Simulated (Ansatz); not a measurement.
**CHAlN (SMILES [N-]=[C-][AlH+]) (charge −1): density, localisation and related maps**

```tsv
atom	x (Å)	y (Å)	z (Å)
C	-0.0821	0.7935	0.4610
Al	-0.0210	-1.2248	-0.0753
N	0.0301	1.9356	0.6881
H	-1.5157	-1.5046	0.6337
```

Geometry: B3LYP-D3(BJ)/def2-SVPD.

The calculation used isolated molecule in a Gaussian basis; Kohn-Sham density functional theory, functional PBE0 (Ansatz).

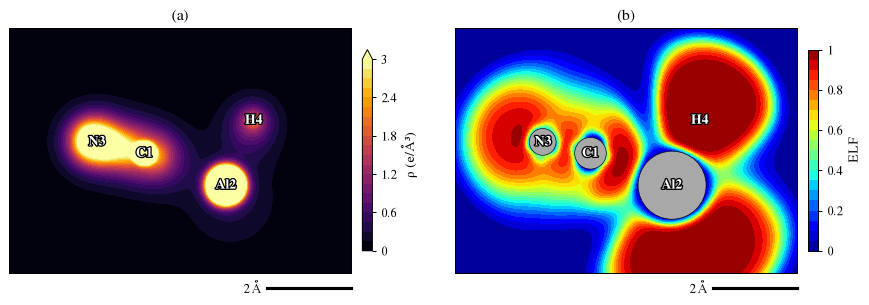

Figure 1. (a) electron density; (b) electron localisation function on the molecular plane. Grey discs cover the atomic cores in the ELF map.

### Describe what can be read from this map.

The plane passes through C, Al, N and H nuclei.
C–N (1.17 Å): the density is about 3.6 e/Å³ at the midpoint; the ELF peaks at about 0.90 between the atoms; a short, multiple covalent bond.
C–Al (2.09 Å): ρ at the midpoint is about 0.51 e/Å³; the ELF peaks at about 1 in the valence shell of C, 0.8 Å from its nucleus, and is about 0.85 at the midpoint.
Al–H (1.68 Å): ρ at the midpoint is about 0.45 e/Å³; the ELF climbs to about 1 towards the hydrogen.
The ELF also peaks beside N3, away from the bonds: lone-pair regions.

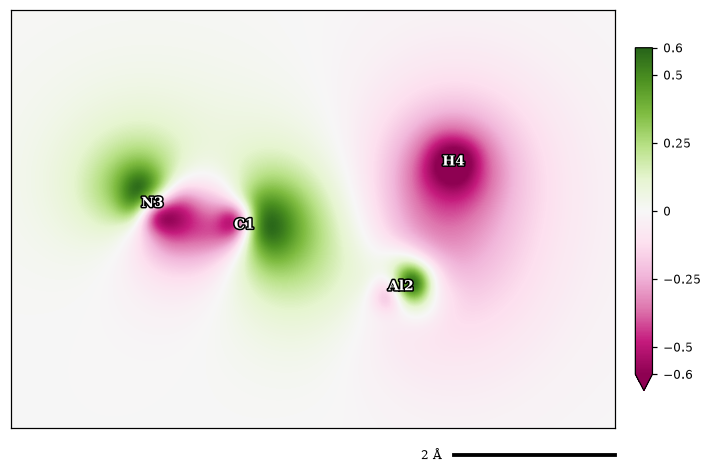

Figure 2. The HOMO−1 on the molecular plane (values in Å⁻³ᐟ²; the overall sign is arbitrary).

### Describe this orbital and give its energy.

It lies mainly on H4 (about 35 %), Al2 (about 30 %), C1 (about 20 %) and N3 (about 15 %); it is symmetric in the molecular plane (an in-plane orbital: σ, lone-pair or in-plane π type). Its energy is −3.54 eV.
